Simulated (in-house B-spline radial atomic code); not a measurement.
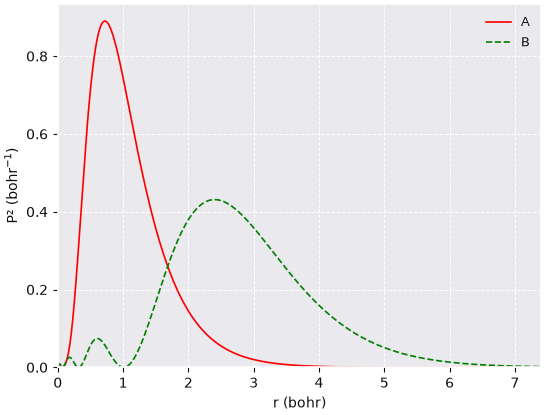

System: the iron ion Fe⁺, configuration [Ar] 3d6 4s1 (open shells shared over both j by 2j + 1). Method: Dirac-Hartree-Fock, average of configuration, Fermi nucleus, basis-set limit; computed with an in-house B-spline radial code.

The plot shows the radial probability densities P² (large components) of 3d3/2 and 4s.

### Which curve belongs to which orbital?

A is 3d3/2; B is 4s. 3d3/2: outer maximum at 0.721 bohr, ⟨r⟩ = 1.07 bohr, 0 nodes, eigenvalue −24.6 eV; 4s: outer maximum at 2.40 bohr, ⟨r⟩ = 2.85 bohr, 3 nodes, eigenvalue −15.0 eV.
